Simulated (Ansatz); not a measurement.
# ClFH₂O₂Ti···H₂O: what the fields show

Input

```
crystal:
  periodic: [false, false, false]
  atoms:
    - { symbol: Ti, position_ang: [0.298974, 0.389336, -0.44767] }
    - { symbol: O, position_ang: [-0.530172, -0.381011, 2.485095] }
    - { symbol: H, position_ang: [-1.295267, 0.063828, 2.865979] }
    - { symbol: O, position_ang: [1.760306, -0.047451, -1.332789] }
    - { symbol: H, position_ang: [1.989226, -0.904362, -1.71054] }
    - { symbol: Cl, position_ang: [-1.098348, 1.482322, -1.770898] }
    - { symbol: O, position_ang: [-0.486388, -1.082489, 0.03968] }
    - { symbol: H, position_ang: [-0.632594, -1.07444, 1.023512] }
    - { symbol: F, position_ang: [0.760505, 1.463269, 0.925077] }
    - { symbol: H, position_ang: [0.204057, 0.266397, 2.575855] }
basis:
  gaussian: { orbitals: def2-SVP }
hamiltonian:
  xc: pbe0
  dispersion: d4
relax:
  f_tol: 0.03
  max_steps: 50
output:
  orbitals: {}
```

Command:

```sh
ansatz run input.yaml --threads 4 --pin off --max-ram 5120MiB --backend cpu --events-out ev --progress --plain --runs-dir out
```

The fields are those of the run's last geometry, not of the input's.

All numbers below come from RKS PBE0-D4/def2-SVP in Ansatz.

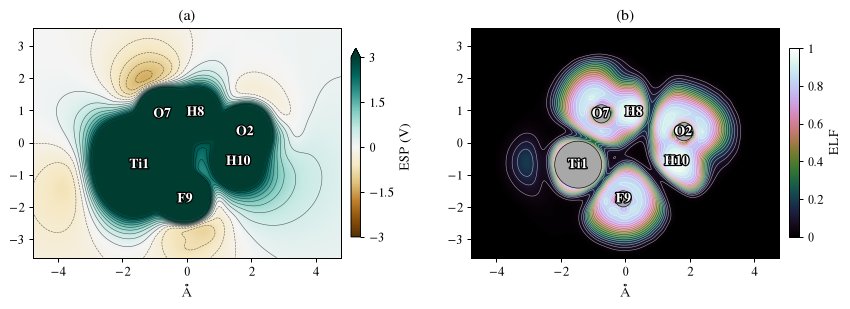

Figure 1. (a) molecular electrostatic potential; (b) ELF on the plane of atoms Ti1, O7 and H8. Grey discs cover the atomic cores in the ELF map.

> Interpret the plot.

Atoms in the plane: Ti, O, H and F.
O2···H8 (1.68 Å): the ELF dips to about 0.20 between them (by its geometry a hydrogen bond between the two molecules, with no shared pair).
Ti–O (1.73 Å): the ELF peaks at about 0.85 in the valence shell of O, 0.5 Å from its nucleus, and drops to about 0.30 between the two atoms.
Ti–F (1.77 Å): the ELF peaks at about 0.85 in the valence shell of F, 0.5 Å from its nucleus, and drops to about 0.20 between the two atoms.
O–H (0.97 Å): the ELF climbs to about 1 towards the hydrogen, as it does in any bond to H (an ordinary covalent bond to hydrogen).
Outside the dense part of the complex the potential is most negative (−1.4 V) near O7.

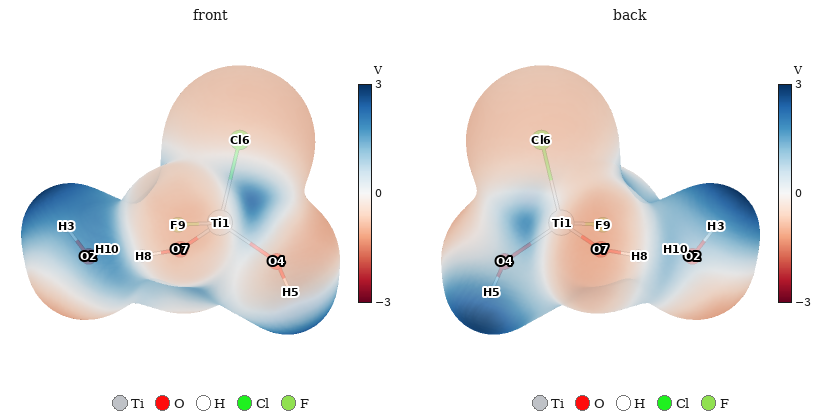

Figure 2. The electrostatic potential painted on the density surface at 0.002 e/bohr³, seen from the front and from behind; red is negative and blue positive.

> Where is the surface potential most negative and most positive?

The most negative region (about −1.1 V) lies over O2, O4 and O7, the most positive (about +2.9 V) over H3 and H5.

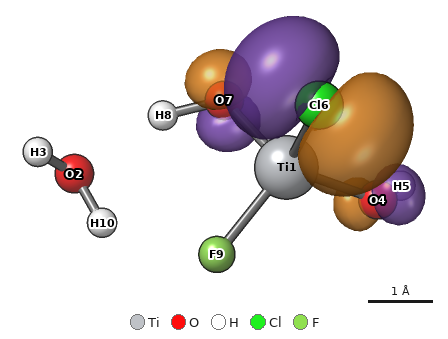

Figure 3. The HOMO at ±0.15 Å⁻³ᐟ² (orange and purple are the two phases), seen from one side.

> Describe this orbital and give its energy.

Its weight (Hirshfeld) is mainly on Cl6 (about 80 %) and O7 (about 10 %); largely a lone pair of Cl6. Its energy is −8.66 eV.
